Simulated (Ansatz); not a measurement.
# Moving the knobs of a GW run on WS2 (Tungstenite)

Aim: change settings of a G0W0 run on WS2 (Tungstenite) and see what moves.

Program: Ansatz 0.2.0. Level of theory: G0W0 on PBE, plane waves, PAW. Results are calculated unless marked as measured.

The database entry behind the starting cell differs from later determinations by our own check (an axis about 1.4 % long against later determinations), so it need not match the best structure at ambient conditions.

## (1) The starting structure

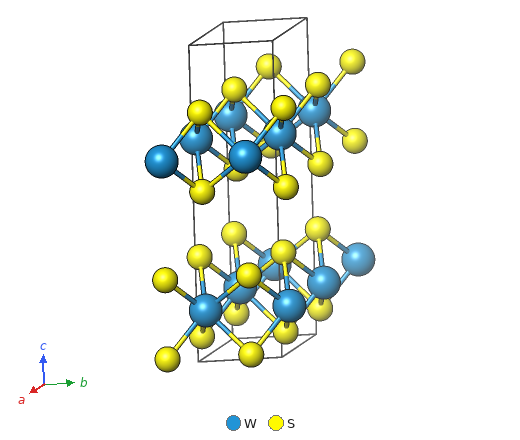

Start, viewed slightly off an axis; tungsten blue, sulfur yellow. 3×2×1 cells are drawn.

The cell and positions come from the Crystallography Open Database and are kept as given unless a step says otherwise. Spin-orbit coupling is left out unless a step names it. The default PAW set here is soft_2. Its files were made with PBE.

## (2) The base run: 6×6×2 mesh, 248 empty bands, screening to 100 eV

Now the one-shot GW correction: screening in the RPA, then the self-energy of the levels asked for.

input.yaml reads:

```yaml
crystal:
  lattice:
    - [3.18, 0.0, 0.0]
    - [-1.59, 2.753960784, 0.0]
    - [0.0, 0.0, 12.5]
  atoms:
    - { symbol: W, position: [0.3333333333, 0.6666666667, 0.25] }
    - { symbol: W, position: [0.6666666667, 0.3333333333, 0.75] }
    - { symbol: S, position: [0.3333333333, 0.6666666667, 0.625] }
    - { symbol: S, position: [0.6666666667, 0.3333333333, 0.125] }
    - { symbol: S, position: [0.3333333333, 0.6666666667, 0.875] }
    - { symbol: S, position: [0.6666666667, 0.3333333333, 0.375] }
kpoints:
  mp_grid: { grid: [6, 6, 2] }
hamiltonian:
  xc: pbe
scf:
  occupations: { method: fixed }
gw:
  n_empty_bands: 248
  ecut_chi: 100.0
  qp_bands: [v2, c2]
  qp_kpoints: band_edges
  screening: { model: contour_deformation }
```

Command:

```bash
ansatz run input.yaml --threads 3 --pin off --max-ram 64512MiB --backend cuda --events-out ev --progress --plain --runs-dir out --devices 1 --max-vram 24GiB  # rebuilt from the run's record
```

Numbers of over 12 decimals in the logs are rounded to 6 here.

What it wrote:

```text
GPUs: using 1 of 1 available (devices: 1).
Engine: ansatz 0.2.0, x86_64-unknown-linux-gnu
Pseudopotentials: kind: paw
Pseudopotential: W, paw, valence charge 14, recommended cutoff 420 eV (normal), W.paw.azcp
Pseudopotential: S, paw, valence charge 6, recommended cutoff 420 eV (normal), S.paw.azcp
Functional definition: PBE
  parameter kappa = 0.804
  parameter beta = 0.066725
  exchange = pbe_x(kappa = kappa, mu = beta*pi^2/3)
  correlation = pbe_c(beta = beta)
device memory: the entry about to start is reckoned to put 1.1 GiB on a device that reports 66.7 GiB free (of which the cap on the GPU budget leaves the run 24.0 GiB)
GPU FFT provider: cuFFT
GPU libraries: cuBLAS 13.8.2, cuFFT 12.4.0, cuSOLVER 12.3.4
Crystal: 6 atoms, lattice volume = 109.470 Å³
Basis set: ecut = 420 eV, 2129 PW (Γ)
Bands: 32, of which v1, the nominal top of the filled ones, is band 26 counted from 1 (25 counted from 0)
Symmetry: 24 space group operations
Space group: P63/mmc (ITA 194), of the structure as read, at distance tolerance 4.8e-5 Å
k-points: 14 of 72
Non-local potential: W, projectors of the file, l = 0: 3, l = 1: 2, l = 2: 2, l = 3: 1
Non-local potential: S, projectors of the file, l = 0: 2, l = 1: 2, l = 2: 2
PAW form: soft (Blöchl's): semilocal exchange-correlation on the pseudo side does not see the compensation charge
PAW one-centre angular grid: W, 590 points (default); XC on 64 Gauss nodes
PAW one-centre angular grid: S, 110 points (default); XC on 64 Gauss nodes
Initial density: superposition of atomic densities (neutral atoms: chi_scale 0, normalization atom), corrected by the library's trained network
Initial wavefunctions: pseudopotential atomic-orbital guess
GPU buffer pool allocated for 51840 grid points (all kernels)
GPU transforms: local potential and band sums: pruned to the plane-wave sphere, on 24×24×90
Functional: x = pbe(κ = 0.804, μ = 0.219515), c = pbe(β = 0.066725)
SCF iter   1: F=—  HF=-24382.787099 eV  |F-HF|=—  |Δ(HF+E_count)|=         —  Δρ=5.12e-3  dr2=1.66e-2  ethr=1.77e-3  ⟨swp⟩=5.0  Hψ=1822  notcnv=0  defer=33
preconditioner: auto → Resta (q_TF=auto, 2.410 Å⁻¹)  ε∞=7.5  [insulator: Δε(μ)=1.041 eV  Ē_g=8.375 eV  n_scr=26 (ndim 8)  ℏωp=21.3 eV  f_vac=0.025  ε∞_Penn≈7.5]
SCF iter   2: F=—  HF=-24382.791492 eV  |F-HF|=—  |Δ(HF+E_count)|=   4.39e-3  Δρ=2.73e-3  dr2=2.14e-3  ethr=3.19e-5  ⟨swp⟩=2.1  Hψ=754  notcnv=0  defer=54
SCF iter   3: F=—  HF=-24382.795206 eV  |F-HF|=—  |Δ(HF+E_count)|=   3.71e-3  Δρ=1.19e-3  dr2=4.51e-4  ethr=4.11e-6  ⟨swp⟩=2.1  Hψ=674  notcnv=0  defer=54
SCF iter   4: F=—  HF=-24382.796136 eV  |F-HF|=—  |Δ(HF+E_count)|=   9.30e-4  Δρ=6.56e-5  dr2=5.11e-6  ethr=8.68e-7  ⟨swp⟩=2.0  Hψ=711  notcnv=0  defer=54
[...]
E_band       = -395.988630
  E_kinetic    = 1332.635153
  E_local      = -3640.499129  (includes V_loc(G=0)·N_el)
  E_nonlocal   = 114.712486
  E_hartree    = 1448.762133
  E_xc         = -924.384668
  E_vxc        = -830.176343  (∫ρ·V_xc dr)
  E_paw        = -19526.258880  (= ΣΔE_a)
  E_vpaw       = -270.187352  (= ΣTr[D̂ρ^β])
  E_aug_tail   = -0.000119  (compensation charges beyond the density's cutoff)
  E_ewald      = -3187.763116
  E_smearing   = -0.000000  (= −TS)
  E_closure    = 0.000000  (closes the sum)
  Σ components = -24382.796141   (vs F -24382.796141, Δ=0.00e0)
--- Band table (eV; the first three rows and the last of 14) ---
  k-point 0: bands = [... 22 lower, 8.9990, 9.6943, 10.1732, 11.2650, 13.5108, 13.5108, 13.5186, 13.5186, ... 2 higher]
  k-point 1: bands = [... 22 lower, 8.9778, 8.9778, 10.9613, 10.9613, 13.5077, 13.5077, 13.5077, 13.5077, ... 2 higher]
  k-point 2: bands = [... 22 lower, 8.9492, 9.7774, 10.0915, 10.4572, 12.8394, 13.2618, 13.3693, 13.4536, ... 2 higher]
  k-point 13: bands = [... 22 lower, 8.2312, 8.2312, 10.6075, 10.6075, 12.4366, 12.4366, 13.9183, 13.9183, ... 2 higher]
--- G₀W₀: contour deformation, 7 samples at zero and on the imaginary axis and 1 off it, 72 q-points, 248 empty bands' worth ---
  eigenvalues of the whole cell's RPA ε∞ on this k-mesh (on a slab, of 1 + 4πα/V) = 5.4140, 14.1391, 14.1391; static W/v taken at q = 0 is 0.071888
  gw.qp_kpoints: band_edges: 10 of 14 stored k-points solved, in 1 pass; an edge of the gap read off the rows below is read off those points alone
    valence top: of the k-points left out ik 6 came nearest to being solved in a further pass, in band 26 (counted from 1, as in the quasiparticle table): it holds the edge there only if its correction is more favourable than any solved in that band by at least 1.505 eV; those differ by 0.083 eV
    conduction bottom: of the k-points left out ik 4 came nearest to being solved in a further pass, in band 27 (counted from 1, as in the quasiparticle table): it holds the edge there only if its correction is more favourable than any solved in that band by at least 0.638 eV; those differ by 0.178 eV
    ik  band        ε_KS         Σx   Σc(E_QP)       V_xc       Z   E_QP_lin       E_QP  E_QP is
     0    25     10.1732   -18.1777     1.0525   -16.9538  0.7507    10.0014    10.0018  root
     0    26     11.2650   -19.4389     0.6080   -18.7641  0.7551    11.1983    11.1983  root
     0    27     13.5108   -13.7160    -4.1709   -18.3592  0.7563    13.9872    13.9830  root
     0    28     13.5108   -13.7160    -4.1709   -18.3592  0.7563    13.9872    13.9830  root
     1    25     10.9613   -19.1266     0.8473   -18.1682  0.7554    10.8502    10.8503  root
     1    26     10.9613   -19.1266     0.8473   -18.1682  0.7554    10.8502    10.8503  root
     1    27     13.5077   -13.6700    -4.1594   -18.2965  0.7561    13.9787    13.9747  root
     1    28     13.5077   -13.6700    -4.1594   -18.2965  0.7561    13.9787    13.9747  root
[...]
13    25     10.6075   -18.8759     0.6409   -18.1348  0.7579    10.5073    10.5074  root
    13    26     10.6075   -18.8759     0.6409   -18.1348  0.7579    10.5073    10.5074  root
    13    27     12.4366   -15.7105    -3.7283   -19.8326  0.7566    12.8327    12.8304  root
    13    28     12.4366   -15.7105    -3.7283   -19.8326  0.7566    12.8327    12.8304  root
[key lines of the parts left out:]
SCF converged after 6 iterations
Free energy (F): -24382.796141 eV
Fermi energy:    11.265030 eV
```

The job ended after 10 s (1 × NVIDIA H100 80GB HBM3 (shared by 3 runs) with 3 threads of AMD EPYC 7R13 (Zen 3), shared host; peak memory 1.4 GiB; 16 s of CPU time).

Numbers from this step:

```yaml
bands_summed: 274
rpa_eps_infinity_on_this_mesh_eigenvalues: 5.414, 14.14, 14.14
plane_waves_in_the_screening_matrix: 267
q_points_in_the_mesh: 72
g0w0_gap_on_the_mesh: 1.408 eV
k_of_the_valence_top: 0, 0, 0
k_of_the_conduction_bottom: 0.1667, 0.1667, 0
starting_gap_on_the_mesh: 1.047 eV
z_at_the_valence_top: 0.7551
z_at_the_conduction_bottom: 0.7658
least_direct_g0w0_gap_on_the_computed_points: 2.214 eV
```

The gap on the mesh goes from 1.05 eV to 1.41 eV, a correction of +0.36 eV. Between the two edge states, bare exchange in place of the xc potential would open the gap by 4.64 eV, and correlation takes back 4.28 eV.

## (3) Variant: other PAW set

input.yaml, as its differences from that of step 2:

```diff
@@ -16,2 +16,3 @@
   xc: pbe
+  pseudopotentials: { kind: paw, source: ansatz }
 scf:
@@ -20,3 +21,3 @@
   n_empty_bands: 248
-  ecut_chi: 100.0
+  ecut_chi: 100
   qp_bands: [v2, c2]
```

What it wrote:

```text
GPUs: using 1 of 1 available (devices: 1).
[...]
GPU FFT provider: cuFFT
GPU libraries: cuBLAS 13.8.2, cuFFT 12.4.0, cuSOLVER 12.3.4
Crystal: 6 atoms, lattice volume = 109.470 Å³
Basis set: ecut = 760 eV, 5163 PW (Γ)
Bands: 48, of which v1, the nominal top of the filled ones, is band 40 counted from 1 (39 counted from 0)
[... 1 set-up line as in the run before ...]
[...]
k-points: 14 of 72
[...]
GPU buffer pool allocated for 131072 grid points (all kernels)
[...]
SCF iter   1: F=—  HF=-39376.190788 eV  |F-HF|=—  |Δ(HF+E_count)|=         —  Δρ=4.05e-2  dr2=3.25e0  ethr=3.10e-3  ⟨swp⟩=5.2  Hψ=2534  notcnv=0  defer=51
[...]
SCF iter   9: F=-39375.378415 eV  HF=-39375.378415 eV  |F-HF|=6.58e-8  |Δ(HF+E_count)|=   1.51e-6  Δρ=4.72e-6  dr2=2.31e-8  ethr=1.25e-10  ⟨swp⟩=12.1  Hψ=3824  notcnv=0
SCF 1 converged in 9 iterations: F = -39375.378415 eV  dr2 = 2.31e-8
[...]
NSCF: frozen V_eff on 14 k-points
[...]
G₀W₀ screening: q 1/14
[... further progress lines ...]
SCF converged after 9 iterations
Free energy (F): -39375.378415 eV
[...]
Internal energy: -39375.378415 eV  (E = F + TS)
E sigma→0 (E₀):  -39375.378415 eV
Fermi energy:    12.769841 eV
[...]
--- Band table (eV; the first three rows and the last of 14) ---
  k-point 0: bands = [... 36 lower, 10.5049, 11.1994, 11.6784, 12.7698, 15.0161, 15.0161, 15.0238, 15.0238, ... 4 higher]
  k-point 1: bands = [... 36 lower, 10.4837, 10.4837, 12.4662, 12.4662, 15.0130, 15.0130, 15.0130, 15.0130, ... 4 higher]
  k-point 2: bands = [... 36 lower, 10.4547, 11.2823, 11.5967, 11.9621, 14.3449, 14.7676, 14.8752, 14.9596, ... 4 higher]
  k-point 13: bands = [... 36 lower, 9.7359, 9.7359, 12.1136, 12.1136, 13.9426, 13.9426, 15.4249, 15.4249, ... 4 higher]
[...]
0    39     11.6784   -18.1818     1.0722   -16.9514  0.7507    11.5198    11.5202  root
     0    40     12.7698   -19.4395     0.6272   -18.7593  0.7552    12.7168    12.7169  root
     0    41     15.0161   -13.7357    -4.1589   -18.3756  0.7565    15.5014    15.4971  root
     0    42     15.0161   -13.7357    -4.1589   -18.3756  0.7565    15.5014    15.4971  root
     1    39     12.4662   -19.1332     0.8649   -18.1691  0.7554    12.3669    12.3670  root
     1    40     12.4662   -19.1332     0.8649   -18.1691  0.7554    12.3669    12.3670  root
     1    41     15.0130   -13.6901    -4.1477   -18.3132  0.7563    15.4926    15.4884  root
     1    42     15.0130   -13.6901    -4.1477   -18.3132  0.7563    15.4926    15.4884  root
[...]
13    39     12.1136   -18.8984     0.6617   -18.1499  0.7579    12.0267    12.0268  root
    13    40     12.1136   -18.8984     0.6617   -18.1499  0.7579    12.0267    12.0268  root
    13    41     13.9426   -15.7219    -3.7054   -19.8377  0.7567    14.3555    14.3530  root
    13    42     13.9426   -15.7219    -3.7054   -19.8377  0.7567    14.3555    14.3530  root
```

Wall time 16 s (1 × NVIDIA H100 80GB HBM3 (shared by 3 runs) with 3 threads); peak memory 1.7 GiB; 25 s of CPU time.

The G0W0 gap on the mesh is 1.406 eV.

Against the base:

| setting | base | variant |
| --- | --- | --- |
| files | default PAW | hard PAW |

| quantity | variant | base |
| --- | --- | --- |
| starting gap on the mesh | 1.048 | 1.047 |
| G0W0 gap on the mesh | 1.406 | 1.408 |
| least direct G0W0 gap on the computed points | 2.217 | 2.214 |
| Z at the valence top | 0.755 | 0.755 |
| Z at the conduction bottom | 0.766 | 0.766 |

## (4) Results

```json
{
 "base": "1.41 eV, 10 s",
 "other PAW set": "1.41 eV, 16 s"
}
```

**Reading.** Other PAW set: the gap moves by −0.002 eV (the plane-wave cutoff goes from 420 to 760 eV). All runs here use a coarse mesh and modest cutoffs; they test settings and are not final values. The many-body steps are scalar-relativistic: spin-orbit coupling is not in them.

[Paths, hosts, dates, memory and timing lines, banners, echoed tables and standing remarks are left out of the program output.]

[Logs are printed without paths, hosts, clocks, repeated set-up lines and the standing remarks that a program may print on its own settings, such as how far it seeks lower states.]

[Runs of the session that timed out or met a known fault of the program may be left out.]

[Cells called generated may have been cut or substituted from an entry of the Crystallography Open Database or the Materials Project.]

[Hosts, paths, dates, database ids (printed as entryN), source tags and the programs' standing remarks are cut or masked in the printed files.]
